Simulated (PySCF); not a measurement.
**Run report: C7H13FSSi, NMR shielding calculation**

System: C7H13FSSi.
Method: GIAO PBE0/pcSseg-1 NMR shielding, non-relativistic, gas phase (PySCF 2.14.0).

The geometry comes from this level: GFN2-xTB. It belongs to a series of runs on one base structure; here: SiH2 inserted into a C-C bond. Figures and captions count atoms from 1; the log counts them from 0 in places.

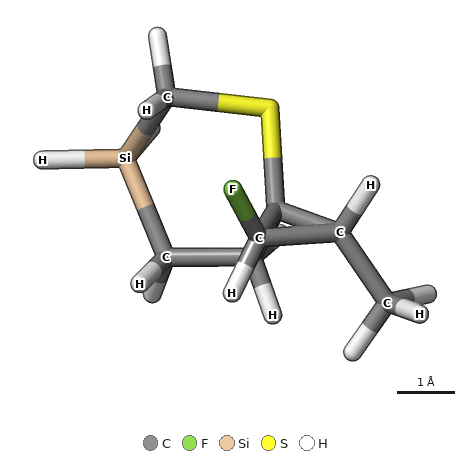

Fig. 1: The structure as given in the input (stick view, seen at a tilt).

**The input**
```
{"job": {"kind": "nmr", "xc": "PBE0", "basis": "pcSseg-1"}, "charge": 0, "multiplicity": 1}
C      3.057963     0.057514    -0.006737
C      1.818394     0.881197     0.232876
C      0.840312     0.519830     1.303348
F      0.331187     1.497675     2.105271
C      0.423231     0.421846    -0.138145
C      0.143046    -0.938858    -0.735300
C     -1.149937    -1.547920    -0.186492
Si    -2.675684    -0.459731    -0.530229
C     -2.205974     1.300314     0.012332
S     -0.627292     1.740205    -0.791234
H      3.890968     0.481619     0.549994
H      2.922544    -0.971263     0.317704
H      3.315365     0.058910    -1.064179
H      1.972606     1.946684     0.104230
H      0.974397    -0.390876     1.877669
H      0.980608    -1.609487    -0.527568
H      0.068957    -0.827864    -1.819716
H     -1.285406    -2.536952    -0.625568
H     -1.038677    -1.699168     0.889419
H     -2.953363    -0.438170    -1.968684
H     -3.819726    -0.929757     0.255230
H     -2.073218     1.421553     1.085457
H     -2.915052     2.049682    -0.329598
```

The first line tells a small driver script what to run in PySCF; the rest is the geometry in Å.

Run on 1 CPU thread, shared host.

Command:
```bash
OMP_NUM_THREADS=1 python <driver script> task.json out
```

**Log**
```
coarse grid: 20000 points
cycle   1  E = -1061.1781636844  dE =  1.299e+00  |g| = 5.619e-01  |ddm| = 4.465e+00
cycle   2  E = -1061.1539026188  dE =  2.426e-02  |g| = 7.021e-01  |ddm| = 1.053e+00
cycle   3  E = -1061.2456684889  dE = -9.177e-02  |g| = 7.449e-02  |ddm| = 5.895e-01
cycle   4  E = -1061.2464694900  dE = -8.010e-04  |g| = 3.573e-02  |ddm| = 1.025e-01
cycle   5  E = -1061.2467482242  dE = -2.787e-04  |g| = 8.090e-03  |ddm| = 4.837e-02
cycle   6  E = -1061.2467629061  dE = -1.468e-05  |g| = 2.953e-03  |ddm| = 1.433e-02
cycle   7  E = -1061.2467648553  dE = -1.949e-06  |g| = 6.557e-04  |ddm| = 3.939e-03
final grid: 183568 points
cycle   8  E = -1061.3165648296  dE = -5.742e-05  |g| = 1.084e-02  |ddm| = 4.120e-02
cycle   9  E = -1061.3165426155  dE =  2.221e-05  |g| = 1.476e-02  |ddm| = 2.510e-02
cycle  10  E = -1061.3165929420  dE = -5.033e-05  |g| = 1.412e-03  |ddm| = 1.584e-02
cycle  11  E = -1061.3165933080  dE = -3.660e-07  |g| = 3.455e-04  |ddm| = 1.787e-03
cycle  12  E = -1061.3165933302  dE = -2.223e-08  |g| = 9.441e-05  |ddm| = 4.017e-04
cycle  13  E = -1061.3165933322  dE = -2.030e-09  |g| = 3.498e-05  |ddm| = 1.595e-04
cycle  14  E = -1061.3165933325  dE = -3.106e-10  |g| = 7.295e-06  |ddm| = 5.104e-05
```

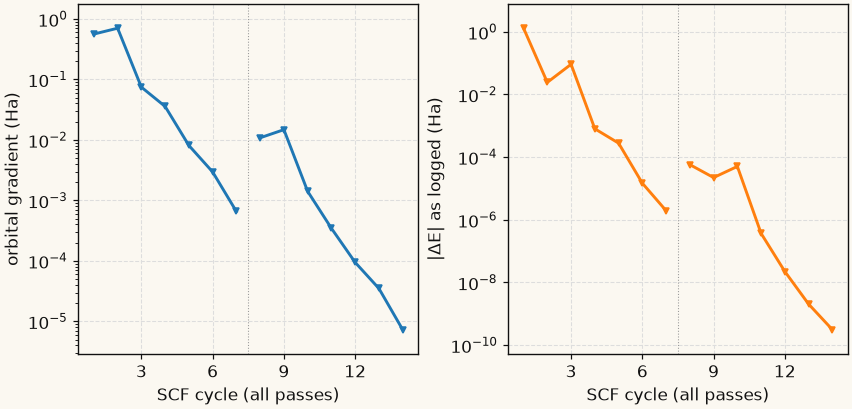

Fig. 2: Convergence of the self-consistent field: orbital gradient and size of the energy change against the SCF cycle. The dotted line marks the change from a coarse to the final integration grid. The first 7 cycles use a coarse grid, the final grid takes over at cycle 8, and the field converges after 14 cycles in all.

```
converged SCF energy = -1061.3165933325

GIAO shielding tensors (ppm)
atom      isotropic    diamagn.    paramagn.     s11        s22        s33       span
  0 C      173.813     245.597     -71.784    162.663    168.671    190.105     27.442
  1 C      156.279     257.069    -100.790    129.935    150.201    188.700     58.765
  2 C      101.712     247.472    -145.760     49.759     77.401    177.975    128.216
  3 F      407.055     472.069     -65.014    358.129    400.911    462.124    103.995
  4 C      146.136     254.341    -108.205    115.494    140.065    182.849     67.355
  5 C      154.400     245.461     -91.061    135.626    155.640    171.936     36.310
  6 C      176.332     250.710     -74.378    161.851    179.965    187.181     25.331
  7 Si     402.573     879.115    -476.542    376.318    407.595    423.805     47.487
  8 C      171.226     254.852     -83.625    151.204    174.555    187.919     36.715
  9 S      461.986    1057.865    -595.879    287.443    388.889    709.626    422.183
 10 H       30.058      27.052       3.005     24.990     27.066     38.118     13.128
 11 H       31.344      30.403       0.941     26.126     30.401     37.507     11.381
 12 H       30.458      29.147       1.310     25.020     28.377     37.976     12.956
 13 H       30.135      33.784      -3.649     22.403     31.243     36.760     14.357
 14 H       27.577      32.941      -5.364     23.414     28.691     30.625      7.211
 15 H       30.129      33.021      -2.892     23.290     30.924     36.172     12.882
 16 H       29.369      31.608      -2.239     26.163     27.604     34.339      8.176
 17 H       30.792      29.496       1.296     25.493     27.637     39.247     13.753
 18 H       30.774      32.020      -1.246     26.132     29.934     36.257     10.126
 19 H       27.428      28.427      -1.000     24.115     24.912     33.256      9.141
 20 H       27.372      27.887      -0.515     24.044     24.205     33.866      9.822
 21 H       29.012      31.844      -2.832     22.799     29.459     34.777     11.978
 22 H       30.356      29.791       0.565     24.745     27.063     39.261     14.515
```

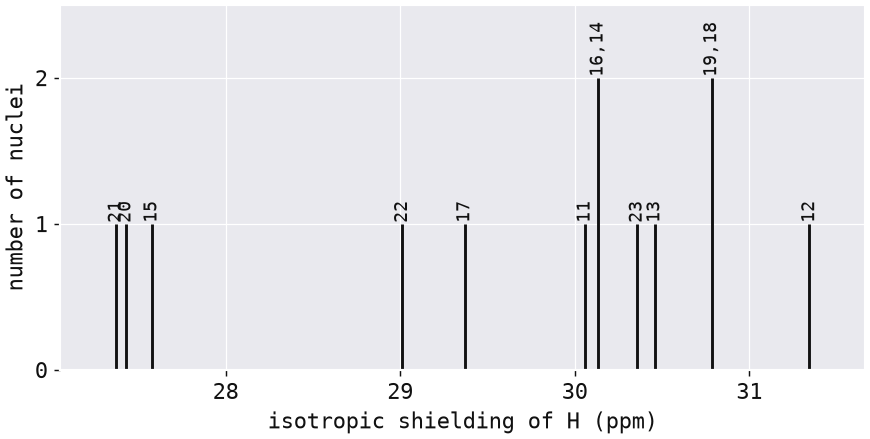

Fig. 3: Isotropic shieldings of the hydrogen nuclei in this fixed geometry, labelled by atom number; shielding grows to the right, so chemical shift grows to the left. The least shielded is H21 (27.4 ppm), the most shielded H12 (31.3 ppm).

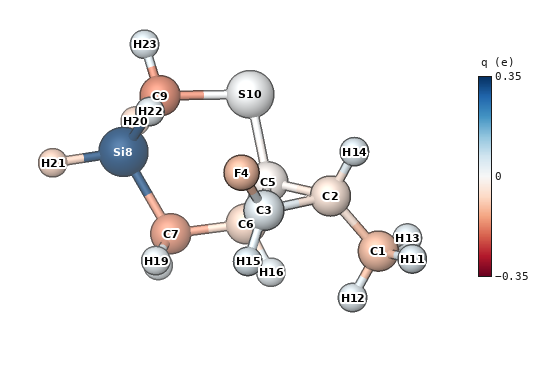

Fig. 4: Hirshfeld charges, as the colour of each atom (ball-and-stick view, seen at a tilt; atoms are numbered from 1 in the order of the input). By element: C −0.17 to +0.04, F −0.10, Si +0.33, S +0.01 and H −0.08 to +0.05 e.

**Summary**

```json
{"quantity": "outcome", "value": "converged"}
{"quantity": "total energy", "value": "−1061.316593 hartree"}
{"quantity": "HOMO", "value": "−6.24 eV"}
{"quantity": "LUMO", "value": "0.55 eV"}
{"quantity": "dipole moment", "value": "2.33 D"}
{"quantity": "isotropic shielding, C", "value": "101.7 to 176.3 ppm"}
{"quantity": "isotropic shielding, F", "value": "407.1 ppm"}
{"quantity": "isotropic shielding, Si", "value": "402.6 ppm"}
{"quantity": "isotropic shielding, S", "value": "462.0 ppm"}
{"quantity": "isotropic shielding, H", "value": "27.4 to 31.3 ppm"}
{"quantity": "wall time", "value": "65 s"}
{"quantity": "peak memory", "value": "1.2 GiB"}
```
